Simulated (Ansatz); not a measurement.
**CH2BF (SMILES B[C]F) at 6 levels**

Wanted: a comparison of 6 runs (UHF/STO-3G, UB2PLYP/STO-3G, UBLYP/STO-3G, UPBE/STO-3G, RPA@PBE/STO-3G, UMP2/STO-3G) of CH2BF. 

The results are computed with Ansatz 0.2.0.

70 further runs of the same task are left out: 5 that didn't finish, 65 set aside as unsound or not needed.

## 1. Starting point

CH2BF has 5 atoms, charge 0, and is taken as a triplet. As SMILES, `B[C]F`. The H4–B1 distance was set to 2.917 Å, away from the relaxed value. At this shape a bond of the SMILES string is far longer than usual.

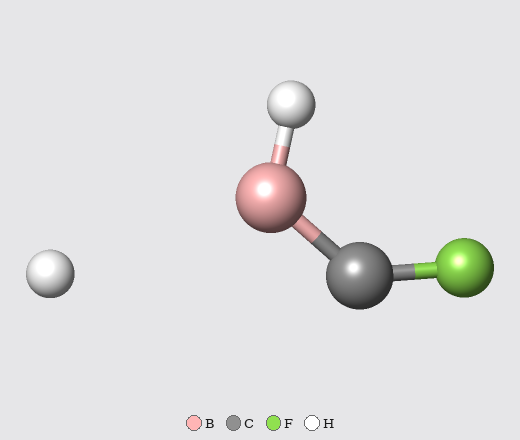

Viewed from a chosen angle; boron pink, carbon grey, fluorine green, hydrogen white.

## 2. A single-point energy at UHF/STO-3G (run 1)

The input, input.yaml:

```yaml
crystal:
  periodic: [false, false, false]
  atoms:
    - {symbol: B, position_ang: [0.228196, 0.732000, 1.127933]}
    - {symbol: C, position_ang: [1.633646, 1.161910, 1.003393]}
    - {symbol: F, position_ang: [2.449826, 1.878790, 1.738903]}
    - {symbol: H, position_ang: [-0.994750, -0.904870, -0.953460]}
    - {symbol: H, position_ang: [-0.381844, 1.060650, 2.078553]}
basis:
  gaussian:
    orbitals: STO-3G
magnetization:
  spin_polarized: true
  initial_magnetization: 2
hamiltonian:
  xc: hf
accuracy: high
```

The run is started by

```console
$ ansatz run input.yaml --threads 1 --pin off --max-ram 2610MiB --events-out events.jsonl --progress --plain --runs-dir runs
```

Output:

```text
Warning: RAYON_NUM_THREADS=1 ignored (pool sized by the plan → 1); use --threads N
Functional definition: HF
  name "HF"
  exchange = exact_x
  correlation = 0
293 factors; integrals over basis functions are off by at most 3.4e-8 eV
mean field evaluation 1: about -4361.4428 eV, gradient 1.5e1 eV
mean field evaluation 2: about -4361.5050 eV, gradient 1.5e1 eV
mean field evaluation 4: about -4367.3488 eV, gradient 4.3e0 eV
mean field evaluation 8: about -4367.7657 eV, gradient 2.7e0 eV
mean field evaluation 16: about -4372.4060 eV, gradient 2.9e-2 eV
mean field evaluation 32: about -4372.3521 eV, gradient 2.2e-4 eV
mean field evaluation 64: about -4371.6183 eV, gradient 7.4e-1 eV
mean field evaluation 96: about -4369.0735 eV, gradient 5.8e0 eV
mean field evaluation 128: about -4364.7977 eV, gradient 6.2e0 eV
mean field evaluation 160: about -4367.8971 eV, gradient 4.9e0 eV
mean field -4372.40602942 eV, -160.6829578579 hartree, gradient 1.8e-8 eV, S^2 2.986113; 5 other end points of the search recorded, 0 dependent functions left out
reference -4372.40602942 eV, -160.6829578579 hartree; 12, 10 occupied and 5, 7 virtual orbitals, 293 factors
Total energy: -4372.40602942 eV, -160.6829578579 hartree
```

Run time: 0.3 s. Hardware: 1 thread of AMD EPYC 7R43 (Zen 3), shared host.

## 3. A single-point energy at UB2PLYP/STO-3G (run 2)

The input, input.yaml:

```yaml
basis:
  gaussian:
    orbitals: STO-3G
crystal:
  periodic: [false, false, false]
  atoms:
    - symbol: B
      position_ang: [0.228196, 0.732000, 1.127933]
    - symbol: C
      position_ang: [1.633646, 1.161910, 1.003393]
    - symbol: F
      position_ang: [2.449826, 1.878790, 1.738903]
    - symbol: H
      position_ang: [-0.994750, -0.904870, -0.953460]
    - symbol: H
      position_ang: [-0.381844, 1.060650, 2.078553]
hamiltonian:
  xc: {name: B2PLYP}
magnetization:
  spin_polarized: true
  initial_magnetization: 2
correlation:
  frozen_orbitals: {B: 1, C: 1, F: 1, H: 0}
accuracy: high
```

The run is started by

```console
$ ansatz run input.yaml --threads 1 --pin off --max-ram 2610MiB --events-out events.jsonl --progress --plain --runs-dir runs
```

Output:

```text
Warning: RAYON_NUM_THREADS=1 ignored (pool sized by the plan → 1); use --threads N
Functional definition: B2PLYP
  name "B2PLYP"
  parameter a = 0.53
  parameter c = 0.27
  exchange = (1 - a)*b88_x + a*exact_x
  correlation = (1 - c)*lyp_c + c*(mp2_os + mp2_ss)
293 factors; integrals over basis functions are off by at most 3.4e-8 eV
mean field evaluation 1: about -4376.4796 eV, gradient 1.3e1 eV
mean field evaluation 2: about -4376.4733 eV, gradient 1.3e1 eV
mean field evaluation 4: about -4382.2355 eV, gradient 9.9e0 eV
mean field evaluation 8: about -4385.4159 eV, gradient 2.2e0 eV
mean field evaluation 16: about -4385.5393 eV, gradient 1.3e-3 eV
mean field evaluation 32: about -4385.5459 eV, gradient 2.6e-1 eV
mean field evaluation 64: about -4385.5393 eV, gradient 3.9e-6 eV
mean field evaluation 96: about -4372.8090 eV, gradient 1.0e1 eV
mean field evaluation 128: about -4384.3954 eV, gradient 1.7e0 eV
mean field -4385.54693709 eV, -161.1658773075 hartree, gradient 4.9e-8 eV, S^2 2.852861; 9 other end points of the search recorded, 0 dependent functions left out
3 core orbitals not correlated: weight in the atoms' cores, before any rotation towards them, 1.000 or more for the frozen orbitals, at most 0.000 for the correlated occupied ones
reference -4385.54695373 eV, -161.1658779191 hartree; 9, 7 occupied and 5, 7 virtual orbitals, 293 factors
second order -3.02004524 eV of doubles, -0.00000000 eV of singles
Total energy: -4386.36236595 eV, -161.1958437653 hartree
```

Run time: 5.4 s. Hardware: 1 thread of AMD EPYC 7R43 (Zen 3), shared host; peak memory 0.14 GiB.

Runs 3 to 5 aren't shown in full; the table further down has their settings and results.

## 4. A single-point energy at UMP2/STO-3G (run 6)

The input, input.yaml:

```yaml
crystal:
  periodic: [false, false, false]
  atoms:
    - {symbol: B, position_ang: [0.228196, 0.732000, 1.127933]}
    - {symbol: C, position_ang: [1.633646, 1.161910, 1.003393]}
    - {symbol: F, position_ang: [2.449826, 1.878790, 1.738903]}
    - {symbol: H, position_ang: [-0.994750, -0.904870, -0.953460]}
    - {symbol: H, position_ang: [-0.381844, 1.060650, 2.078553]}
basis:
  gaussian: {orbitals: STO-3G}
magnetization: {spin_polarized: true, initial_magnetization: 2}
correlation: {method: mp2, frozen_orbitals: {B: 1, C: 1, F: 1, H: 0}}
accuracy: high
```

The run is started by

```console
$ ansatz run input.yaml --threads 1 --pin off --max-ram 2610MiB --events-out events.jsonl --progress --plain --runs-dir runs
```

Output:

```text
Warning: RAYON_NUM_THREADS=1 ignored (pool sized by the plan → 1); use --threads N
Functional definition: HF
  name "HF"
  exchange = exact_x
  correlation = 0
293 factors; integrals over basis functions are off by at most 3.4e-8 eV
mean field evaluation 1: about -4361.4428 eV, gradient 1.5e1 eV
mean field evaluation 2: about -4361.5050 eV, gradient 1.5e1 eV
mean field evaluation 4: about -4367.3488 eV, gradient 4.3e0 eV
mean field evaluation 8: about -4367.7657 eV, gradient 2.7e0 eV
mean field evaluation 16: about -4372.4060 eV, gradient 2.9e-2 eV
mean field evaluation 32: about -4372.3521 eV, gradient 2.2e-4 eV
mean field evaluation 64: about -4371.6410 eV, gradient 1.4e-4 eV
mean field evaluation 96: about -4372.4141 eV, gradient 4.6e-4 eV
mean field evaluation 128: about -4367.6080 eV, gradient 1.9e-4 eV
mean field -4372.40602942 eV, -160.6829578579 hartree, gradient 1.8e-8 eV, S^2 2.986113; 8 other end points of the search recorded, 0 dependent functions left out
3 core orbitals not correlated: weight in the atoms' cores, before any rotation towards them, 1.000 or more for the frozen orbitals, at most 0.000 for the correlated occupied ones
reference -4372.40602942 eV, -160.6829578579 hartree; 9, 7 occupied and 5, 7 virtual orbitals, 293 factors
second order -1.89674604 eV of doubles, -0.00000000 eV of singles
Total energy: -4374.30277546 eV, -160.7526619893 hartree
```

It took 0.32 s on 1 thread of AMD EPYC 7R43 (Zen 3), shared host.

## 5. The series

```csv
run,level,frozen core orbitals,energy (Eh),⟨S²⟩,wall time
1,UHF/STO-3G,–,-160.682958,2.986,0.3 s
2,UB2PLYP/STO-3G,3,-161.195844,2.853,5.4 s
3,UBLYP/STO-3G,–,-161.355486,2.566,9.6 s
4,UPBE/STO-3G,–,-161.222550,2.165,6.3 s
5,RPA@PBE/STO-3G,3,-160.849296,2.165,5.7 s
6,UMP2/STO-3G,3,-160.752662,2.986,0.32 s
```

## 6. Summary of results

| quantity | value |
| --- | --- |
| run 6: total energy | -160.75266 Eh |
| run 6: correlation energy (3 core orbitals frozen) | -69.7 mEh |
| run 6: ⟨S²⟩ of the reference determinant | 2.986 |

In words: Totals of different functionals can't be ranked against each other. In runs 1, 2, 3, 4, 5, 6 the basis is minimal, so the values are rough. Spin contamination of the reference: run 1 ⟨S²⟩ = 2.99, run 6 ⟨S²⟩ = 2.99, run 2 ⟨S²⟩ = 2.85, run 3 ⟨S²⟩ = 2.57, run 4 ⟨S²⟩ = 2.16, run 5 ⟨S²⟩ = 2.16. Where it is this large, the reference is a mixture of spin states, and values that rest on it are in doubt. All runs together took 28 s, the longest 9.6 s.
